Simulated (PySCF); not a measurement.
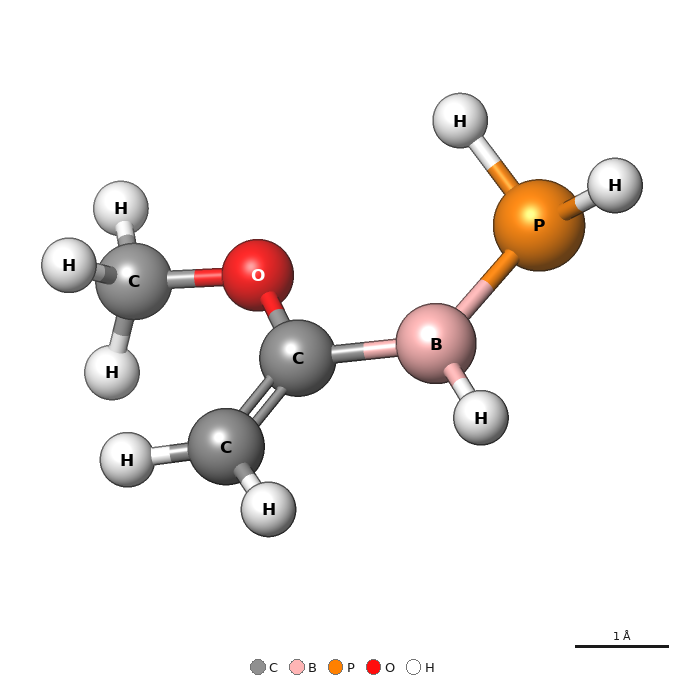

Rendered structure (ball-and-stick style). Multiple sticks mark multiple bonds (one Kekulé form).

Question: Which formula does it have?

Answer: C3H8BOP, 14 atoms: 3 carbon, 8 hydrogen, 1 boron, 1 oxygen and 1 phosphorus.

Question: Which point group does it belong to?

Answer: C1.

Question: Name functional groups in it.

Answer: Among them: ether, alkene, B–H bond.

More results for the same structure follow; atom numbers are the same in all pictures, views and colours differ. The geometry was computed by an optimisation with PBE0-D3(BJ)/def2-SVP. No frequency run is at hand to confirm it as a minimum.

Geometry

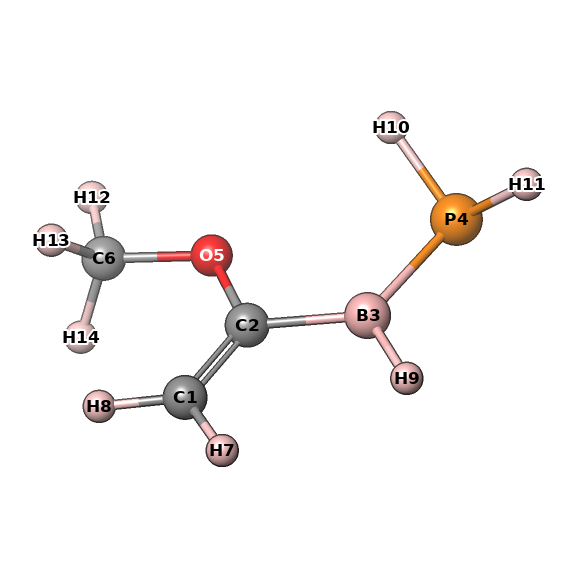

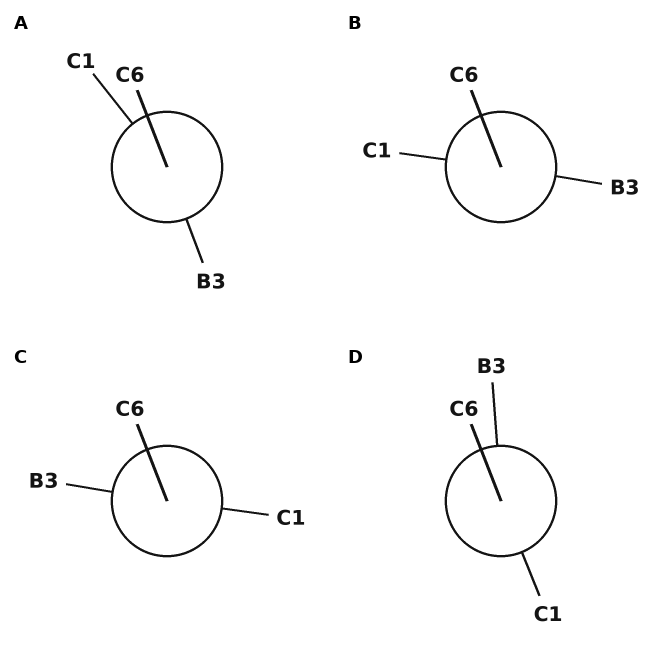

Distant atoms are faded towards the background colour. Bonds that would overlap in a projection are set slightly apart. No frequency run is at hand to confirm it as a minimum.

Question: Which Newman projection shows the view along O5–C2, with O5 in front?

Answer: A. The torsion angle C6–O5–C2–C1 is −1°, synperiplanar (eclipsed).

Excitation

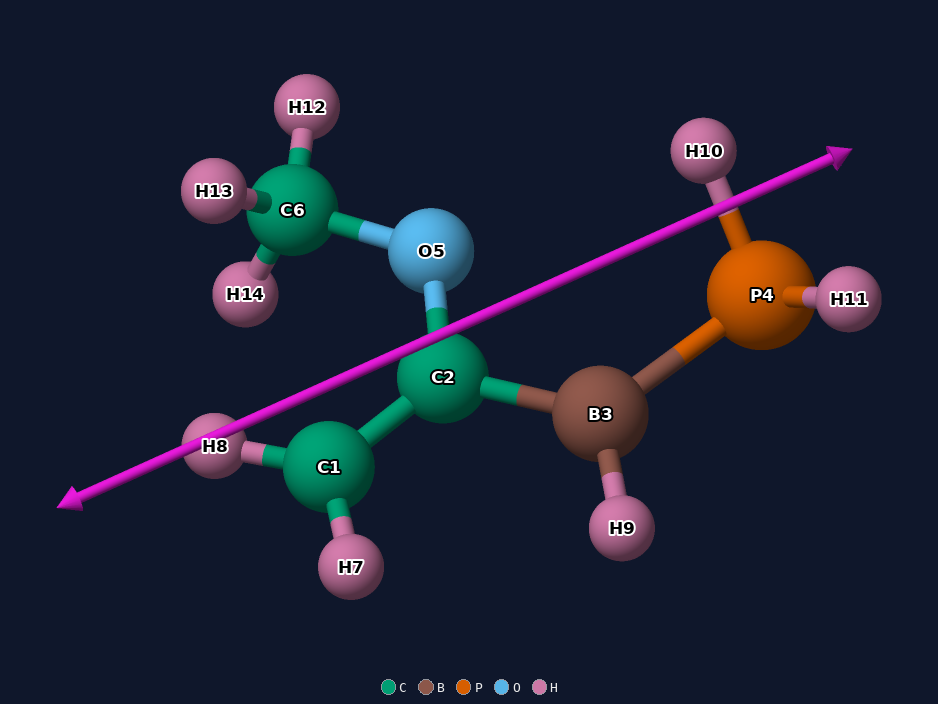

The double arrow shows the direction of the transition dipole to excited singlet state 1 (its length means nothing). No frequency run is at hand to confirm it as a minimum. Properties computed with TDDFT CAM-B3LYP/def2-SVPD, vertical, gas phase, core orbitals frozen in the response (PySCF 2.14.0).

Question: Give its energy, strength and character.

Answer: 4.59 eV (270 nm), oscillator strength 0.23, mainly HOMO → LUMO (weight 0.78); transition dipole 3.63 D.

Core levels

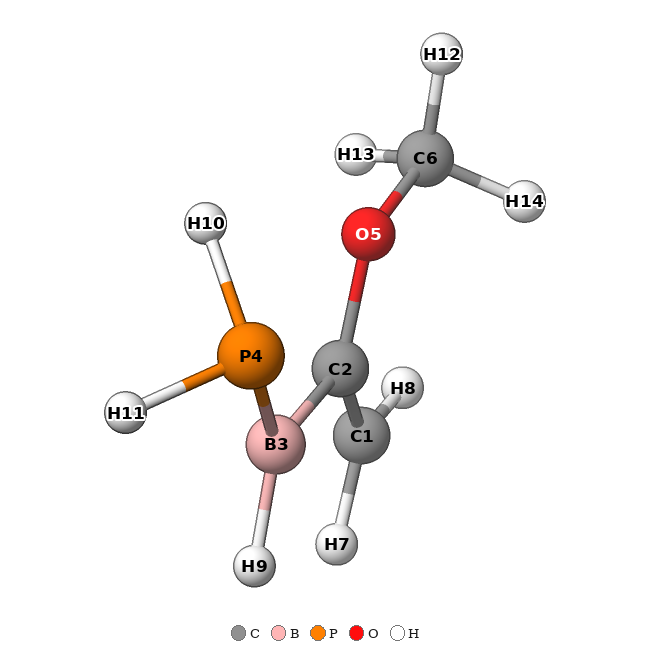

No frequency run is at hand to confirm it as a minimum. Properties computed with delta-SCF UKS PBE, pcX-2 on the ionised atom, pcseg-1 elsewhere, spin-free X2C (PySCF 2.14.0).

Give the core-electron binding energies (to vacuum; p and d levels without spin–orbit splitting) of C1 1s, C2 1s, B3 1s, P4 1s, P4 2p, O5 1s, C6 1s.

```csv
atom,level,binding energy (eV)
C1,1s,289.0
C2,1s,290.6
B3,1s,194.2
P4,1s,2145.8
P4,2p,135.5
O5,1s,538.0
C6,1s,291.5
```

Polarisability

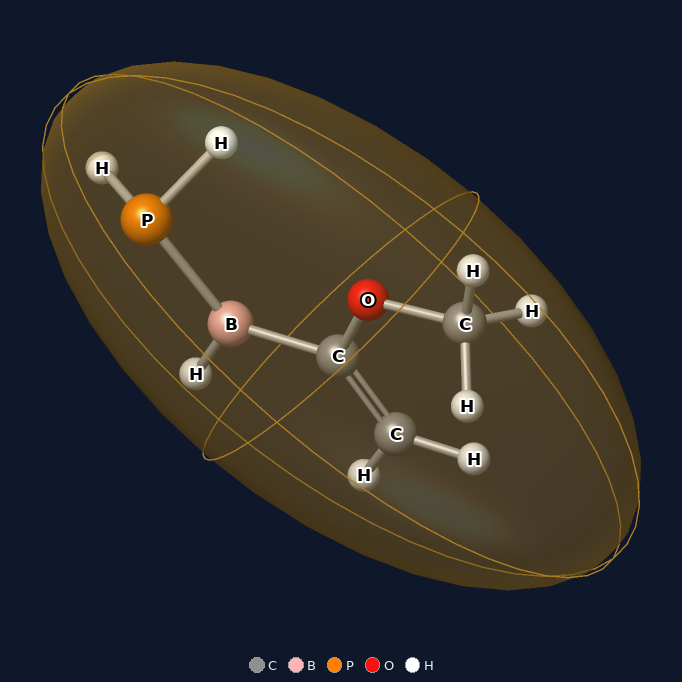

The ellipsoid shows the static dipole polarisability: its half-axes are proportional to the principal values. No frequency run is at hand to confirm it as a minimum. Computed with PBE0/6-31G* (PySCF 2.14.0).

Question: Give the principal values, the mean and the anisotropy.

Answer: Principal values 42.3, 74.1, 107.0 bohr³; mean 74.5 bohr³ (11.04 Å³); anisotropy 56.0 bohr³, so the longest axis is 2.53 times the shortest.
